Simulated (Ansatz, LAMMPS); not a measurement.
# K+ BF4- in propylene carbonate and diethyl carbonate, from a frame at 330 K (197 atoms): geometry optimisation

Aim: bring K+ BF4- in propylene carbonate and diethyl carbonate, from a frame at 330 K (197 atoms) to a nearby minimum of the energy and see what moves.

Main program and level: Ansatz 0.2.0; Kohn-Sham DFT, PBE+D3(BJ), PAW (set soft_2), plane waves.

### Step 1. The structure

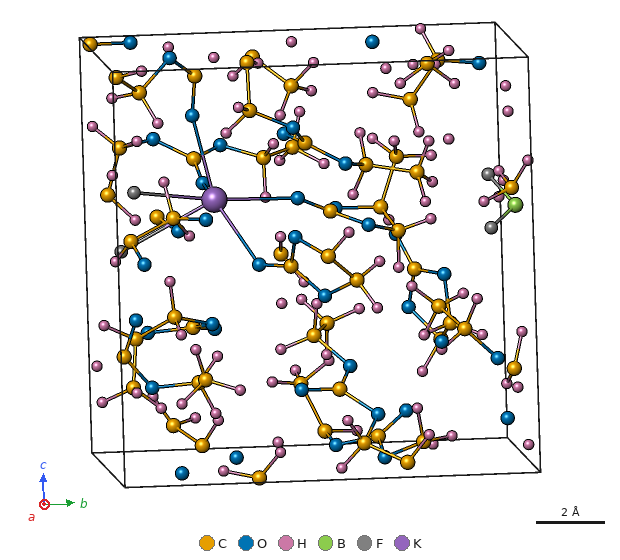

The cell as given, slightly off an axis (carbon orange, oxygen blue, hydrogen pink, boron green, fluorine grey, potassium purple). Bonds to atoms that aren't drawn are left out. Some periodic images of atoms are drawn too.

The cell holds 197 atoms: 55 C, 36 O, 100 H, 1 B, 4 F and 1 K. Its edges and angles: a = 12.271 Å, b = 12.271 Å, c = 12.271 Å, α = 90.0°, β = 90.0°, γ = 90.0°. 5 propylene carbonate, 7 diethyl carbonate, 1 K+, 1 BF4- placed at random, at 1.31 g/cm³; overlaps pushed apart, then 10 ps at 550 K with stiff harmonic cages for PF6 and BF4 with UFF radii; Joung-Cheatham ions (J. Phys. Chem. B 112, 9020 (2008)); MMFF94 bonds, angles, torsions, charges and radii (Halgren, J. Comput. Chem. 17, 490 (1996)) in harmonic and 12-6 forms; charges of ions scaled by 0.8. Snapshot after 30 ps at 330 K and fixed volume.

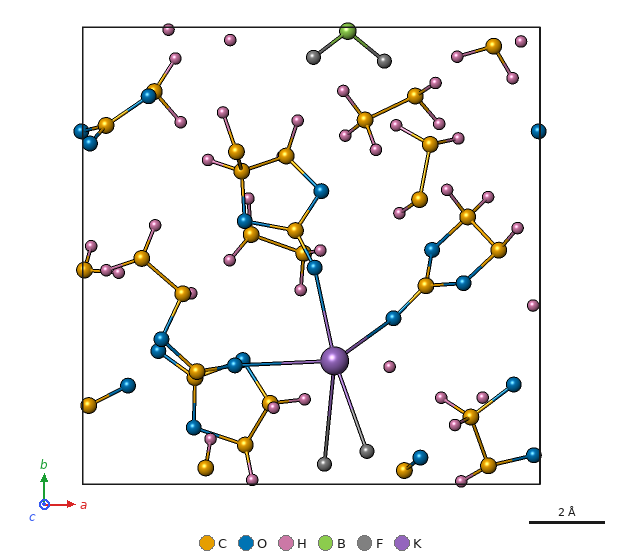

A slice 6 Å thick through the middle of the cell. Bonds to atoms that aren't drawn are left out.

Limits known from the start: The network of contacts between molecules at the start is that of the classical potential that made the cell. The density was typed from a rule of thumb and may lie off the real one at this temperature. Sampling is at Γ alone, for a cell whose shortest periodic width is 12 Å.

### Step 2. Making the structure

A classical potential supplies the starting structure, since it reaches far longer times than DFT.

This step: classical MD, stiff harmonic cages for PF6 and BF4 with UFF radii; Joung-Cheatham ions (J. Phys. Chem. B 112, 9020 (2008)); MMFF94 bonds, angles, torsions, charges and radii (Halgren, J. Comput. Chem. 17, 490 (1996)) in harmonic and 12-6 forms; charges of ions scaled by 0.8 (LAMMPS 22 Jul 2025 - Update 4).

File in.lmp:

```
# K+ BF4- in propylene carbonate and diethyl carbonate
units real
atom_style full
boundary p p p
bond_style harmonic
angle_style harmonic
dihedral_style opls
improper_style harmonic
special_bonds lj 0 0 0.5 coul 0 0 0.75
read_data data.lmp
neigh_modify delay 0 every 1 check yes one 4000
comm_modify cutoff 12.0
timestep 0.5
thermo_style custom step time temp pe press density
thermo_modify norm yes
# push overlapping molecules apart
pair_style soft 2.6
pair_coeff * * 0.0
variable a equal ramp(1,60)
fix ad all adapt 1 pair soft a * * v_a
velocity all create 550 238320 mom yes dist gaussian
fix lim all nve/limit 0.03
fix lan all langevin 550 550 50 238321 zero yes
thermo 1000
run 3000 post no
unfix ad
pair_style lj/cut/coul/long 9.0
pair_modify mix arithmetic tail yes
pair_coeff 1 1 0.0678 3.3680   # C
pair_coeff 2 2 0.0763 3.0430   # O
pair_coeff 3 3 0.0678 3.4070   # C
pair_coeff 4 4 0.0763 2.9870   # O
pair_coeff 5 5 0.0216 2.5400   # H
pair_coeff 6 6 0.1800 3.6375   # B
# [... 20 lines left out ...]
compute msd all msd com yes
thermo 7500
fix md all nvt temp 330 330 100
run 30000 post no
print "== T330: mean square displacement over the hold $(c_msd[4]:%.2f) A^2"
unfix md
uncompute msd
write_dump all custom T330.dump id type xs ys zs modify sort id
```

Run with:

```bash
$ lmp -in in.lmp -log none -nocite
```

Numbers of over 12 decimals in the logs are rounded to 6 here.

Log:

```text
LAMMPS (22 Jul 2025 - Update 4)
Reading data file ...
  orthogonal box = (0 0 0) to (12.27108 12.27108 12.27108)
  197 atoms
  orthogonal box = (0 0 0) to (12.27108 12.27108 12.27108)
  194 bonds
  318 angles
  336 dihedrals
  12 impropers
WARNING: Bond/angle/dihedral extent > half of periodic box length
   Step          Time           Temp          PotEng         Press         Density
         0   0              550            0.33287836     3911.9986      1.314999
      1000   500            567.70638      2.0472818      38348.002      1.314999
      2000   1000           502.0969       1.8942681      49636.492      1.314999
[... 45 lines left out ...]
Loop time of 6.39524 s on 1 MPI rank(s) for 5000 steps with 197 atoms
WARNING: Bond/angle/dihedral extent > half of periodic box length
   Step          Time           Temp          PotEng         Press         Density
[... 2 lines left out ...]
     30000   29000          330.73505     -2.2929818      11947.3        1.314999
     37500   36500          330.31724     -2.2463185      9000.9582      1.314999
     45000   44000          343.06338     -2.2356828      6114.3673      1.314999
     47000   46000          338.40902     -2.1608872      15113.192      1.314999
WARNING: Bond/angle/dihedral extent > half of periodic box length
Loop time of 39.0366 s on 1 MPI rank(s) for 30000 steps with 197 atoms
== T330: mean square displacement over the hold 2.79 A^2
```

The job ended after 64 s (1 thread of Intel Xeon Platinum 8259CL at 2.50GHz (Skylake/Cascade Lake), shared host; peak memory 0.12 GiB).

The input also reads data.lmp (atoms, bonds and types; not printed here).

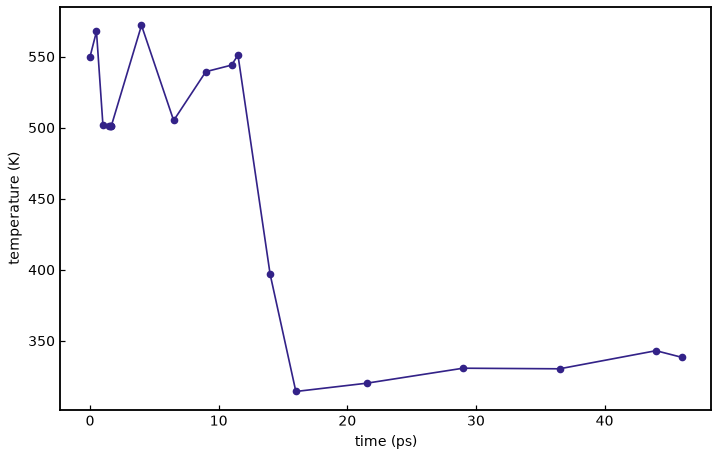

Temperature against time.

### Step 3. Single point at the start

The forces at the start show how far the geometry lies from a minimum of this functional.

File input.yaml:

```yaml
crystal:
  lattice:
    - [12.27108, 0.0, 0.0]
    - [0.0, 12.27108, 0.0]
    - [0.0, 0.0, 12.27108]
  atoms:
    - { symbol: C, position: [0.36845, 0.54634, 0.32311] }
    - { symbol: C, position: [0.48322, 0.50535, 0.30461] }
    - { symbol: O, position: [0.537, 0.58571, 0.23266] }
    - { symbol: C, position: [0.62798, 0.55213, 0.18569] }
    - { symbol: O, position: [0.6562, 0.45828, 0.18993] }
    - { symbol: O, position: [0.67102, 0.6391, 0.12592] }
    - { symbol: C, position: [0.76038, 0.59728, 0.06562] }
    - { symbol: C, position: [0.81976, 0.69521, 0.02025] }
    - { symbol: H, position: [0.3214, 0.4903, 0.37852] }
    - { symbol: H, position: [0.32947, 0.546, 0.24441] }
    - { symbol: H, position: [0.36246, 0.6252, 0.35493] }
    - { symbol: H, position: [0.51982, 0.51149, 0.38422] }
    - { symbol: H, position: [0.47677, 0.42504, 0.27372] }
    - { symbol: H, position: [0.80731, 0.5555, 0.12499] }
    - { symbol: H, position: [0.73323, 0.54312, 0.00504] }
    - { symbol: H, position: [0.8913, 0.66584, 0.97583] }
    - { symbol: H, position: [0.85235, 0.74643, 0.08764] }
    - { symbol: H, position: [0.76249, 0.74119, 0.9718] }
    - { symbol: C, position: [0.19202, 0.25116, 0.02462] }
    - { symbol: C, position: [0.09563, 0.19056, 0.06686] }
    - { symbol: O, position: [0.05401, 0.118, 0.98814] }
    - { symbol: C, position: [0.09886, 0.01765, 0.99117] }
    - { symbol: O, position: [0.16507, 0.98915, 0.06148] }
    - { symbol: O, position: [0.05581, 0.95485, 0.90846] }
    - { symbol: C, position: [0.09868, 0.85179, 0.92333] }
    - { symbol: C, position: [0.05311, 0.78678, 0.82673] }
    - { symbol: H, position: [0.24544, 0.19417, 0.99026] }
    - { symbol: H, position: [0.24121, 0.2877, 0.0882] }
    - { symbol: H, position: [0.17172, 0.3081, 0.9552] }
    - { symbol: H, position: [0.11416, 0.14201, 0.13983] }
    - { symbol: H, position: [0.03057, 0.24893, 0.07783] }
    - { symbol: H, position: [0.18687, 0.83864, 0.92071] }
    [... 159 atom lines left out ...]
    - { symbol: B, position: [0.57984, 0.99112, 0.60933] }
    - { symbol: F, position: [0.65974, 0.92556, 0.56348] }
    - { symbol: F, position: [0.62172, 0.07218, 0.67588] }
    - { symbol: F, position: [0.50474, 0.93381, 0.67876] }
    - { symbol: F, position: [0.5287, 0.04416, 0.52668] }
    - { symbol: K, position: [0.55098, 0.2702, 0.64599] }
kpoints:
  mp_grid: { grid: [1, 1, 1] }
hamiltonian:
  xc: pbe
  dispersion: d3bj
scf:
  occupations: { method: fixed }
output:
  forces: true
  stress: true
  populations: intrinsic
  dos:
    method: { smearing: { sigma: 0.08 } }
    de: 0.1
    projected: { site_lists: { B: [B], C: [C], F: [F], H: [H], K: [K] } }
  eigenvalues: true
```

Run with:

```bash
$ ansatz run input.yaml --threads 4 --pin off --max-ram 8192MiB --backend cpu --events-out ev --progress --plain --runs-dir out
```

Log:

```text
Engine: ansatz 0.2.0, x86_64-unknown-linux-gnu
Pseudopotentials: kind: paw
Pseudopotential: C, paw, valence charge 4, recommended cutoff 420 eV (normal), C.paw.azcp
Pseudopotential: O, paw, valence charge 6, recommended cutoff 420 eV (normal), O.paw.azcp
Pseudopotential: H, paw, valence charge 1, recommended cutoff 420 eV (normal), H.paw.azcp
Pseudopotential: B, paw, valence charge 3, recommended cutoff 420 eV (normal), B.paw.azcp
Pseudopotential: F, paw, valence charge 7, recommended cutoff 420 eV (normal), F.paw.azcp
Pseudopotential: K, paw, valence charge 9, recommended cutoff 420 eV (normal), K.paw.azcp
[... 5 lines on functional and potentials left out ...]
Crystal: 197 atoms, lattice volume = 1847.772 Å³
Basis set: ecut = 420 eV, 36137 PW (Γ), exchange–correlation on 180×180×180 points (8 copies of the dense FFT grid, shifted against one another)
Bands: 485, of which v1, the nominal top of the filled ones, is band 288 counted from 1 (287 counted from 0)
Symmetry: 1 space group operations
Space group: P1 (ITA 1), of the structure as read, at distance tolerance 1.2e-4 Å
k-points: 1
[... 13 lines on functional and potentials left out ...]
Initial density: superposition of atomic densities (neutral atoms: chi_scale 0, normalization atom), corrected by the library's trained network
Initial wavefunctions: pseudopotential atomic-orbital guess
Functional: x = pbe(κ = 0.804, μ = 0.219515), c = pbe(β = 0.066725)
SCF iter   1: F=—  HF=-40749.015187 eV  |F-HF|=—  |Δ(HF+E_count)|=         —  Δρ=5.25e-3  dr2=5.43e-1  ethr=1.77e-3  ⟨swp⟩=5.0  Hψ=1689  notcnv=0  defer=195
preconditioner: auto → Resta (q_TF=auto, 2.247 Å⁻¹)  ε∞=2.5  [insulator: Δε(μ)=5.147 eV  Ē_g=16.993 eV  n_scr=364 (ndim 8)  ℏωp=20.6 eV  f_vac=0.191  ε∞_Penn≈2.5]
SCF iter   2: F=—  HF=-40748.910562 eV  |F-HF|=—  |Δ(HF+E_count)|=   1.05e-1  Δρ=2.65e-3  dr2=1.16e-1  ethr=9.43e-5  ⟨swp⟩=3.0  Hψ=827  notcnv=0  defer=194
SCF iter   3: F=—  HF=-40748.910573 eV  |F-HF|=—  |Δ(HF+E_count)|=   1.17e-5  Δρ=1.39e-3  dr2=3.72e-2  ethr=2.01e-5  ⟨swp⟩=2.0  Hψ=585  notcnv=0  defer=195
SCF iter   4: F=—  HF=-40748.905838 eV  |F-HF|=—  |Δ(HF+E_count)|=   4.74e-3  Δρ=4.64e-4  dr2=4.68e-3  ethr=6.46e-6  ⟨swp⟩=2.0  Hψ=582  notcnv=0  defer=195
SCF iter   5: F=—  HF=-40748.905648 eV  |F-HF|=—  |Δ(HF+E_count)|=   1.90e-4  Δρ=1.87e-4  dr2=7.57e-4  ethr=8.13e-7  ⟨swp⟩=2.0  Hψ=580  notcnv=0  defer=195
SCF iter   6: F=—  HF=-40748.905660 eV  |F-HF|=—  |Δ(HF+E_count)|=   1.21e-5  Δρ=9.57e-5  dr2=1.52e-4  ethr=1.31e-7  ⟨swp⟩=2.0  Hψ=845  notcnv=0  defer=195
SCF iter   7: F=—  HF=-40748.905655 eV  |F-HF|=—  |Δ(HF+E_count)|=   5.08e-6  Δρ=2.79e-5  dr2=1.16e-5  ethr=2.65e-8  ⟨swp⟩=2.0  Hψ=583  notcnv=0  defer=190
SCF iter   8: F=—  HF=-40748.909259 eV  |F-HF|=—  |Δ(HF+E_count)|=   3.60e-3  Δρ=1.39e-5  dr2=2.93e-6  ethr=2.01e-9  ⟨swp⟩=2.0  Hψ=584  notcnv=0  defer=189
SCF iter   9: F=—  HF=-40748.909260 eV  |F-HF|=—  |Δ(HF+E_count)|=   6.14e-8  Δρ=4.34e-6  dr2=3.04e-7  ethr=5.09e-10  ⟨swp⟩=2.0  Hψ=583  notcnv=0  defer=189
SCF iter  10: F=-40748.909260 eV  HF=-40748.909260 eV  |F-HF|=2.35e-9  |Δ(HF+E_count)|=   9.56e-8  Δρ=1.78e-6  dr2=5.18e-8  ethr=1.74e-11  ⟨swp⟩=17.0  Hψ=3565  notcnv=0
SCF 1 converged in 10 iterations: F = -40748.909260 eV  dr2 = 5.18e-8
  greatest PAW one-centre occupation: 0.988 electrons in one spin orbital (limit 2), on the K atom at site 196 (counted from 0), in its partial waves of l = 0
SCF converged after 10 iterations
Free energy (F): -40748.909260 eV
Harris-Foulkes:  -40748.909260 eV  (|F-HF|=2.35e-9)
Internal energy: -40748.909260 eV  (E = F + TS)
E sigma→0 (E₀):  -40748.909260 eV
Fermi energy:    -0.380761 eV
--- Per-component energies (eV) ---
  E_band       = -4542.662275
  E_kinetic    = 13898.442888
  E_local      = -44902.185329  (includes V_loc(G=0)·N_el)
  E_nonlocal   = 3720.505077
  E_hartree    = 16602.356967
  E_xc         = -6677.121015
  E_vxc        = -8420.944385  (∫ρ·V_xc dr)
  E_paw        = -12887.360271  (= ΣΔE_a)
  E_vpaw       = -2043.149778  (= ΣTr[D̂ρ^β])
  E_aug_tail   = -0.042553  (compensation charges beyond the density's cutoff)
  E_ewald      = -10492.742930
  E_disp       = -10.762092  (pairwise vdW)
  E_smearing   = -0.000000  (= −TS)
  E_closure    = -0.000000  (closes the sum)
  Σ components = -40748.909260   (vs F -40748.909260, Δ=0.00e0)
--- Forces (eV/Å), atoms counted from 1 ---
  atom   1  C     -0.58007710    -1.98556823    -0.51926010
  atom   2  C     -0.92880991     2.19093325     0.91826998
  atom   3  O     -1.01511481     0.18246577     0.70119519
  atom   4  C     -1.08422815     0.49383710    -0.45493297
  atom   5  O      1.39989219    -0.28740581    -0.44121348
  atom   6  O     -1.30948050    -1.52800367     1.24734354
  atom   7  C      1.03784156     2.00470219     0.46424558
  atom   8  C      0.63468417    -0.41485558     0.85408134
  atom   9  H      0.56353460     0.38265980    -0.60000411
  atom  10  H     -0.65130675     0.03254554    -0.44522056
  atom  11  H      0.10549695     1.67974889     0.63935123
  atom  12  H      1.08021634    -0.51105187     0.24591312
  atom  13  H      0.63128476    -1.01730557    -0.65865572
  atom  14  H      1.12865189    -0.89540913     0.39241331
[...]
atom 196  F     -1.51662482     0.61711695    -1.61593986
  atom 197  K      0.00153733    -0.20751319    -0.20923445
  max |Σ_I F_I| component: 2.76e-4 eV/Å
--- Stress (GPa, compression-positive) ---
        2.756734      -1.125111      -0.668359
       -1.125112       5.093945       0.023728
       -0.668360       0.023728       2.326135
  P = ⅓ Tr σ = 3.3923 GPa (33.923 kbar)
--- Band table (eV) ---
  k-point 0: bands = ["-27.3613", "-24.5116", "-23.7812", "-23.7211", [... 469 levels ...], "12.4720", "12.4873", "12.5423", "12.5636", "12.5848", "12.5977", "12.6320", "12.6594", "12.6950", "12.6988", "12.7481", "12.8043"]
--- intrinsic populations: 197 sites ---
  site symbol       q [e]
     0      C      4.5215
     1      C      4.1258
     2      O      6.3336
[...]
196      K      8.1585
  spilling = 0.000000 (of n_electrons = 576.000000)
```

Run time: 32 s. Hardware: 4 threads of Intel Xeon Platinum 8259CL at 2.50GHz (Skylake/Cascade Lake), shared host; peak memory 2.9 GiB; 2 min of CPU time.

In the SCF lines HF is the Harris–Foulkes energy and dr2 the Hartree energy of the density residual, in eV; the loop may stop once dr2 is under the threshold and the program's other checks hold. Hψ counts applications of the Hamiltonian.

Numbers from this run:

| Item | Value |
| --- | --- |
| free energy | -40748.9093 eV |
| free energy per atom | -206.8473 eV/atom |
| SCF cycles | 10 |
| pressure | 3.392 GPa |
| r.m.s. force component | 1.107 eV/Å |
| longest force | 5.303 eV/Å |
| Fermi energy | -0.3808 eV |
| gap (highest filled to lowest empty level) | 4.941 eV |

The r.m.s. force component of 1.1 eV/Å and the pressure of 3.4 GPa set the starting point.

Neighbours are counted within 1.34 Å (H-C), 1.85 Å (C-C), 1.73 Å (C-O), 3.15 Å (O-K), 1.72 Å (F-B), 3.04 Å (F-K).

Length of the force by element and coordination:

```csv
element,coordination,atoms,mean length of the force (eV/Å),spread,least,most
B,all,1,0.993,0,0.993,0.993
C,all,55,2.38,1.19,0.211,5.30
C,3,12,2.05,0.885,0.295,3.40
C,4,43,2.47,1.25,0.211,5.30
F,all,4,1.42,0.620,0.785,2.30
F,1,3,1.33,0.690,0.785,2.30
F,2,1,1.71,0,1.71,1.71
H,all,100,1.07,0.583,0.121,3.06
K,all,1,0.295,0,0.295,0.295
O,all,36,1.99,0.954,0.463,4.49
O,1,8,1.61,0.399,0.742,2.05
O,2,28,2.10,1.04,0.463,4.49
```

(Part 1 of 3 ends here.)

[Logs are printed without paths, hosts, clocks, repeated set-up lines and the standing remarks that a program may print on its own settings, such as how far it seeks lower states.]

[Hosts, paths, dates, database ids (printed as entryN), source tags and the programs' standing remarks are cut or masked in the printed files.]

[The MMFF94 radii named for the starting cell were scaled by 0.96; in molecules described by MMFF94, hydrogen bound to N, O or S took a small fixed 12-6 site in their place.]
